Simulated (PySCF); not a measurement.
**C5H9NOSi: density, localisation and related maps**

```yaml
atoms:
  - { symbol: C, position_ang: [2.4818, -0.7498, -0.1749] }
  - { symbol: O, position_ang: [1.1017, -0.6230, 0.0417] }
  - { symbol: C, position_ang: [0.5537, 0.5722, -0.4629] }
  - { symbol: C, position_ang: [-0.9281, 0.5380, -0.1788] }
  - { symbol: C, position_ang: [-1.6966, 1.4060, -0.9734] }
  - { symbol: N, position_ang: [-2.3420, 2.0895, -1.6342] }
  - { symbol: C, position_ang: [-1.3301, 0.4049, 1.3043] }
  - { symbol: Si, position_ang: [-1.6608, -1.1653, 0.3339] }
  - { symbol: H, position_ang: [2.7790, -1.7079, 0.2471] }
  - { symbol: H, position_ang: [2.7175, -0.7319, -1.2461] }
  - { symbol: H, position_ang: [3.0378, 0.0555, 0.3208] }
  - { symbol: H, position_ang: [1.0312, 1.4433, 0.0195] }
  - { symbol: H, position_ang: [0.7351, 0.6492, -1.5474] }
  - { symbol: H, position_ang: [-2.1502, 1.0411, 1.6128] }
  - { symbol: H, position_ang: [-0.4959, 0.4586, 1.9901] }
  - { symbol: H, position_ang: [-0.8041, -2.3215, 0.4366] }
  - { symbol: H, position_ang: [-3.0370, -1.3467, -0.0990] }
```

Geometry: GFN2-xTB.

All numbers below come from PBE0/pcSseg-1, SCF density, gas phase, non-relativistic (PySCF 2.14.0).

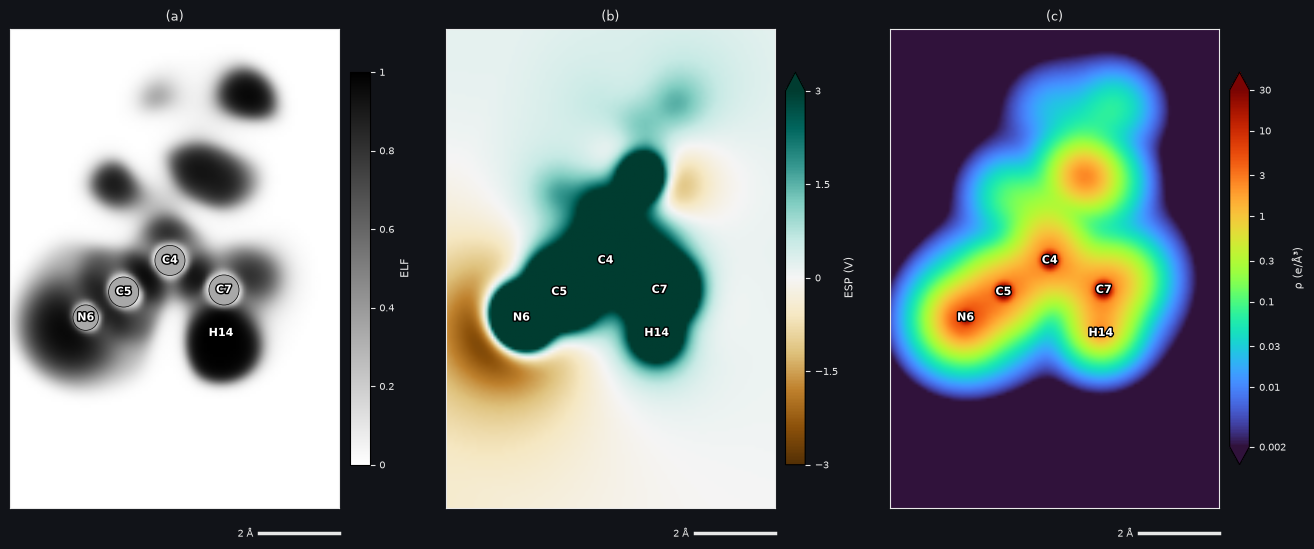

Figure 1. (a) ELF; (b) molecular electrostatic potential; (c) total electron density on the plane of atoms C4, C7 and H14. Grey discs cover the atomic cores in the ELF map.

### Describe what can be read from this map.

The section cuts through C, N and H sites. C–N (1.15 Å): ρ is about 3.5 e/Å³ halfway; the ELF peaks at about 0.85 between the atoms (a short, multiple covalent bond). C–C (1.41 Å): the density is about 2 e/Å³ at the midpoint; the ELF peaks at about 0.95 between the atoms; a covalent bond. C–H (1.08 Å): ρ at the midpoint is about 2 e/Å³; the ELF climbs to about 1 towards the hydrogen, as it does in any bond to H: a covalent bond by its length. The ELF also peaks beside N6 and O2, away from the bonds: lone-pair regions. Outside the dense part of the molecule the potential is most negative (−2.5 V) near N6.

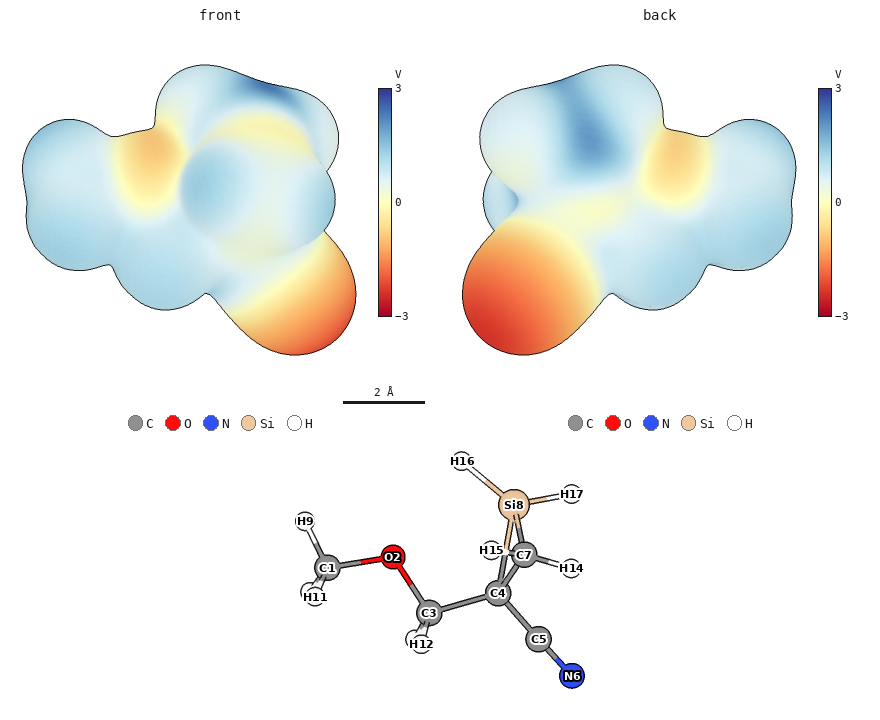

Figure 2. The molecular electrostatic potential painted on the density surface at 0.004 e/bohr³, seen from the front and from behind; the colour scale runs from red (negative) to blue (positive). The bare structure is drawn below in the same view.

### Describe the electrostatic potential map.

The most negative region (about −2.3 V) lies over N6, the most positive (about +2.1 V) over Si8. N6 is the likeliest acceptor of a hydrogen bond.

### What dipole moment does the calculation give?

Its dipole moment is 4.84 D.
